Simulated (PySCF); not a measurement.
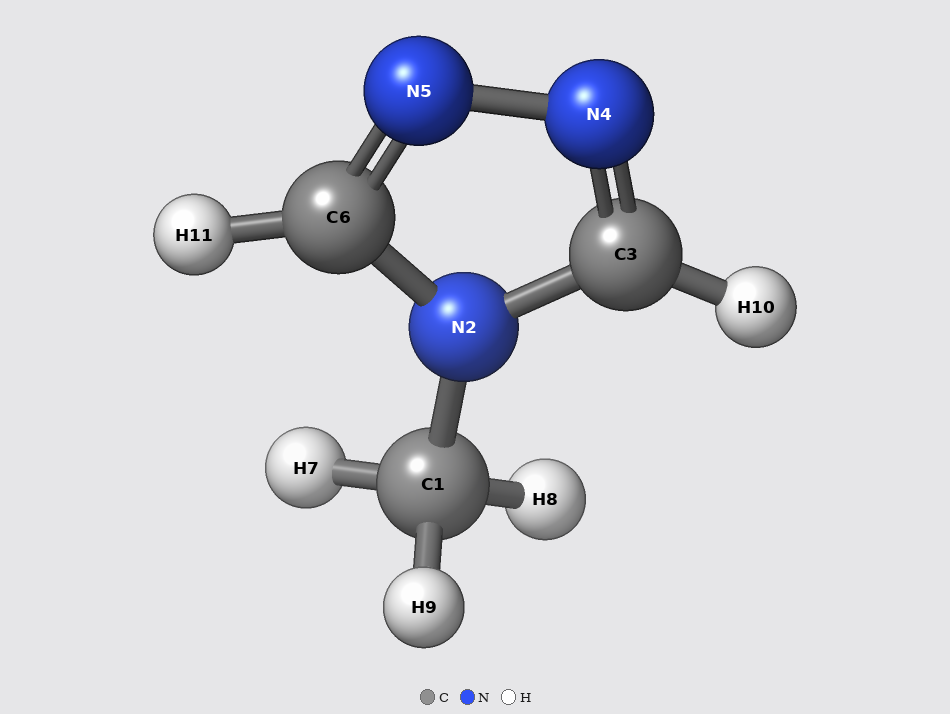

The computed structure is the end point of a GFN2-xTB optimisation. No frequency run is at hand to confirm it as a minimum. Method: B3LYP/pcJ-1 indirect spin-spin coupling, non-relativistic, gas phase (PySCF 2.14.0). Isotopes: 13C, 1H, 15N.

Give the spin–spin coupling constants of these pairs, with the number of bonds between them: C1/N2, N2/C6, C3/N4, N4/N5, N5/C6, N2/H7, N2/H9, N2/N5, N4/H10.

```
   pair  bonds apart  J (Hz)
 C1, N2            1   −13.1
 N2, C6            1   −13.4
 C3, N4            1     4.8
 N4, N5            1   −21.2
 N5, C6            1     4.8
 N2, H7            2     0.9
 N2, H9            2     1.0
 N2, N5            2    −0.8
N4, H10            2   −12.7
```
